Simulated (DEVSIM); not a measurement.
System: Schottky contact on n-type In0.53Ga0.47As, at 300 K.

| layer (left to right) | material | thickness (μm) | Nd (cm⁻³) | τn (s) | τp (s) |
|---|---|---|---|---|---|
| 1 | In0.53Ga0.47As | 0.420 | 5.4e15 | 3.6e-10 | 3.6e-10 |

Left contact: Schottky, work function 4.97 eV, emission velocity 3.8e6 cm/s. Right contact: ohmic. Voltage is applied to the left contact. Recombination: SRH at mid-gap, Auger. Mobility is constant in doping.

The device is made up for the run: typed textbook-type constants, with dimensions and the other settings drawn at random. Values at 300 K.

```
parameter      In0.53Ga0.47As
-------------  --------------
gap (eV)                 0.74
affinity (eV)            4.51
permittivity             13.9
Nc (cm⁻³)              2.1e17
Nv (cm⁻³)              7.7e18
μn (cm²/Vs)             12000
μp (cm²/Vs)               300
Cn (cm⁶/s)              5e-29
Cp (cm⁶/s)              5e-29
```

Simulated with DEVSIM: 1D drift-diffusion, Boltzmann statistics, complete ionisation; no tunnelling, impact ionisation, image-force lowering or self-heating. Metal contacts follow the ideal Schottky-Mott rule: no Fermi-level pinning, no interface dipoles.

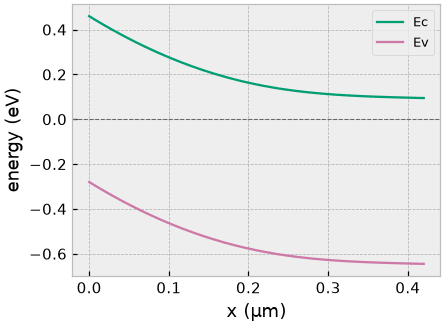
Figure. Band edges at zero bias

Energies count from the Fermi level of the right contact; mesh points crowd at the junctions.

```csv
x (μm),Ec (eV),Ev (eV),n (cm⁻³),p (cm⁻³),field (V/cm)
0.000,0.460,-0.280,3.9e9,1.5e14,-22000
0.005381,0.448,-0.292,6.2e9,9.7e13,-22000
0.01326,0.432,-0.308,1.2e10,5.1e13,-21000
0.02126,0.415,-0.325,2.2e10,2.7e13,-20000
0.03518,0.387,-0.353,6.5e10,9.2e12,-19000
0.04751,0.364,-0.376,1.6e11,3.7e12,-19000
0.06556,0.332,-0.408,5.6e11,1.1e12,-17000
0.09219,0.288,-0.452,3.0e12,2.0e11,-15000
0.1158,0.254,-0.486,1.1e13,5.3e10,-14000
0.1440,0.218,-0.522,4.6e13,1.3e10,-12000
0.1854,0.175,-0.565,2.4e14,2.5e9,-8900
0.2343,0.139,-0.601,9.5e14,6.3e8,-5800
0.2694,0.122,-0.618,1.8e15,3.2e8,-4000
0.2988,0.113,-0.627,2.7e15,2.2e8,-2800
0.3319,0.105,-0.635,3.6e15,1.7e8,-1800
0.3543,0.101,-0.639,4.1e15,1.4e8,-1400
0.3696,0.100,-0.640,4.5e15,1.3e8,-1200
0.3824,0.098,-0.642,4.7e15,1.3e8,-1000
0.3969,0.097,-0.643,5.0e15,1.2e8,-930
0.4067,0.096,-0.644,5.2e15,1.2e8,-890
0.4134,0.095,-0.645,5.3e15,1.1e8,-870
0.4200,0.095,-0.645,5.4e15,1.1e8,-870
```
